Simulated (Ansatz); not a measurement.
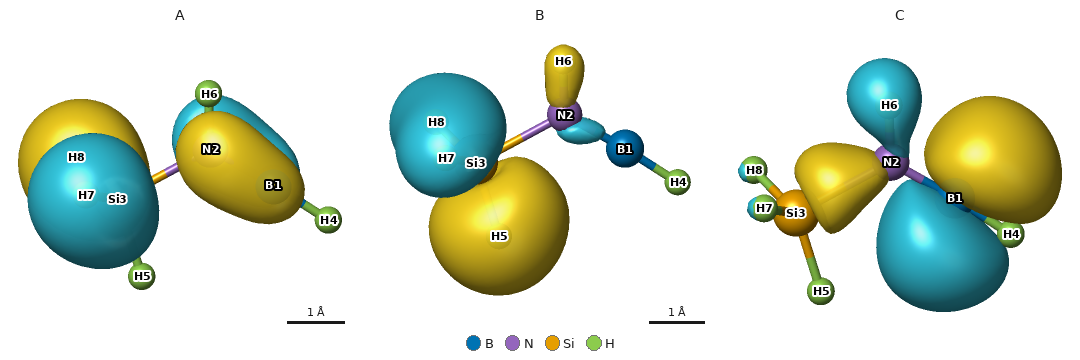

Figure. BH5NSi (charge +1). Three frontier orbitals at ±0.1 Å⁻³ᐟ² (yellow and cyan are the two phases), in no order.

Geometry: PBE0-D4/def2-TZVP.

These are results of RKS PBE0-D4/def2-TZVPP in Ansatz, not measurements.

The calculation's input:

```
crystal:
  periodic: [false, false, false]
  atoms:
    - {symbol: B, position_ang: [-1.169385, 0.391343, -0.751078]}
    - {symbol: N, position_ang: [-0.211553, 0.303689, 0.123465]}
    - {symbol: Si, position_ang: [0.696971, -1.299296, 0.373622]}
    - {symbol: H, position_ang: [-2.023615, 0.408431, -1.554265]}
    - {symbol: H, position_ang: [0.020771, -2.176974, -0.602525]}
    - {symbol: H, position_ang: [0.083162, 1.088732, 0.702019]}
    - {symbol: H, position_ang: [2.094371, -0.978900, 0.039472]}
    - {symbol: H, position_ang: [0.441767, -1.643667, 1.781927]}
basis:
  gaussian: {orbitals: def2-TZVPP}
total_charge: 1
hamiltonian: {xc: pbe0, dispersion: d4}
output: {orbitals: {seedname: orbitals}}
```

Launched as:

```sh
ansatz run in.yaml --threads 2 --pin off --events-out ev --progress --plain --max-ram 4352MiB
```

### Which picture is the HOMO−1, the HOMO and the LUMO?

B is the HOMO−1 (−15.26 eV). By Hirshfeld shares it lies mainly on Si3 (about 40 %), H5 (about 35 %), H7 (about 10 %) and H8 (about 10 %). A is the HOMO (−14.74 eV). Its weight (Hirshfeld) is mainly on Si3 (about 30 %), H7 (about 20 %), H8 (about 20 %), N2 (about 15 %) and B1 (about 10 %). C is the LUMO (−7.71 eV). By Hirshfeld shares it lies mainly on B1 (about 65 %), N2 (about 10 %), H4 (about 10 %) and Si3 (about 5 %).

### What is the HOMO–LUMO gap?

7.03 eV between the orbital energies.
